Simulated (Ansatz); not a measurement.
**C2H5AlN2 (SMILES C#[C][Al]([NH2])[NH2]): density, localisation and related maps**

| atom | x (Å) | y (Å) | z (Å) |
| --- | --- | --- | --- |
| C | -2.3681 | 1.2211 | 0.8733 |
| C | -1.3459 | 0.6936 | 0.4978 |
| Al | 0.2657 | -0.1380 | -0.0942 |
| N | 0.2476 | -1.8611 | -0.4670 |
| N | 1.7224 | 0.8429 | -0.2499 |
| H | -3.2691 | 1.6860 | 1.2042 |
| H | 1.0274 | -2.4108 | -0.7859 |
| H | -0.5748 | -2.4352 | -0.3837 |
| H | 1.7500 | 1.8271 | -0.0413 |
| H | 2.6277 | 0.5234 | -0.5503 |

Geometry: PBE0-D4/def2-TZVP.

The calculation used RKS PBE0-D4/def2-TZVPP (Ansatz 0.2.0).

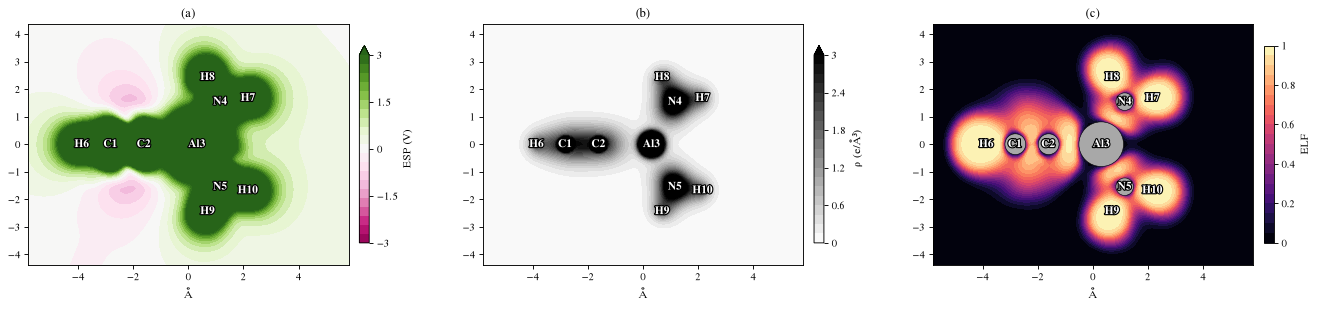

Figure 1. (a) electrostatic potential; (b) total electron density; (c) electron localisation function on the molecular plane. Grey discs cover the atomic cores in the ELF map.

**Read the bonding off the picture.**

Atoms in the plane: C, Al, N and H.
C–C (1.21 Å): ρ is about 2.9 e/Å³ halfway; the ELF peaks at about 0.85 between the atoms: a short, multiple covalent bond.
Al–N (1.76 Å): ρ at the midpoint is about 0.87 e/Å³; the ELF peaks at about 0.90 in the valence shell of N, 0.7 Å from its nucleus, and is about 0.60 at the midpoint.
C–Al (1.91 Å): ρ at the midpoint is about 0.73 e/Å³; the ELF peaks at about 0.95 between the atoms: a polar covalent bond.
N–H (1.01 Å): the density is about 2.9 e/Å³ at the midpoint; the ELF climbs to about 1 towards the hydrogen, as it does in any bond to H (a covalent bond by its length).
C–H (1.07 Å): the density is about 2.1 e/Å³ at the midpoint; the ELF climbs to about 1 towards the hydrogen (a covalent bond by its length).
Outside the dense part of the molecule the potential is most negative (−1.1 V) near C2.

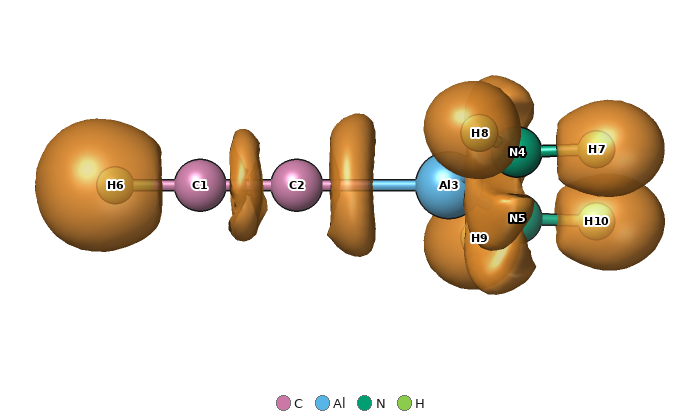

Figure 2. Isosurface of the electron localisation function at 0.85 (orange), seen from one side. Core shells and regions of very low density are left out.

**Identify the bonds, lone pairs and shells in this picture.**

At this value the surface marks out one region between bonded C–C atoms (shared pairs), five regions around hydrogen nuclei, one lobe of the valence shell of C pointing towards Al (polar bonds) and two lobes of the valence shell of N pointing towards Al.

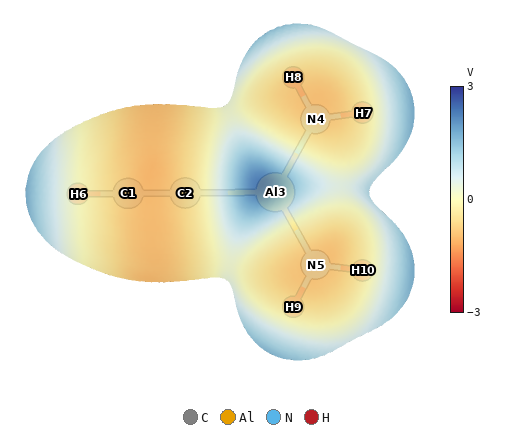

Figure 3. The electrostatic potential painted on the density surface at 0.002 e/bohr³, seen across its widest extent; the colour scale runs from red (negative) to blue (positive).

**Where is the surface potential most negative and most positive?**

The most negative region (about −1.0 V) lies over C1 and C2, the most positive (about +2.2 V) over Al3.
